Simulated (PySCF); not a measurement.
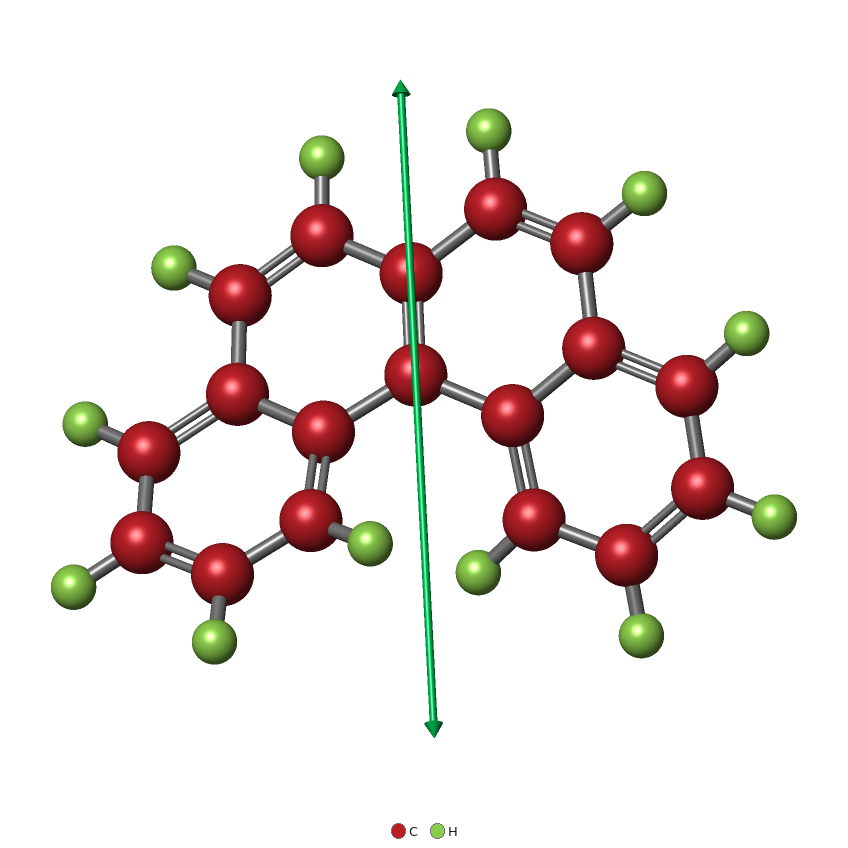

The double arrow shows the direction of the transition dipole to excited singlet state 5 (its length means nothing). The geometry was computed by an optimisation with GFN2-xTB. No frequency run is at hand to confirm it as a minimum. Method: TDA PBE0/6-31G*, vertical, gas phase, core orbitals frozen in the response, virtual orbitals cut by energy (PySCF 2.14.0).

### Where does the transition lie, and how strong is it?

4.93 eV (252 nm), oscillator strength 0.059, of mixed character, with the largest part HOMO → LUMO+3 (weight 0.42); transition dipole 1.77 D.
